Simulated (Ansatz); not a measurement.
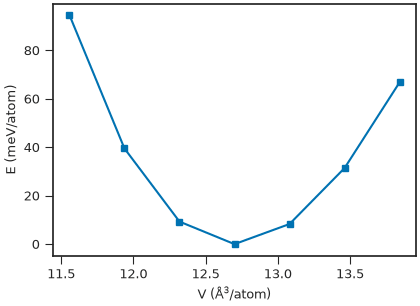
AlRh3N (anti-perovskite, space group No. 221) under volume change, PBEsol (plane waves, PAW; program Ansatz), scaled uniformly.

What does a third-order Birch–Murnaghan fit give for V₀, B₀ and B′?

V₀ = 12.70 Å³/atom, B₀ = 246 GPa, B′ = 4.8.

Space group Pm-3m (anti-perovskite). The start of the workflow was typed in or built on a structure type; neither database checked (COD, Materials Project) lists it. Whether it is the stable phase at ambient conditions was not checked. Symmetry was held in the PBEsol relaxation; whether a distortion lowers the energy is not shown. The workflow began spin-polarised and lost its moments. The volume moved by 16 % from the start of the relaxation.

Potentials: the later of the program's two PAW sets.
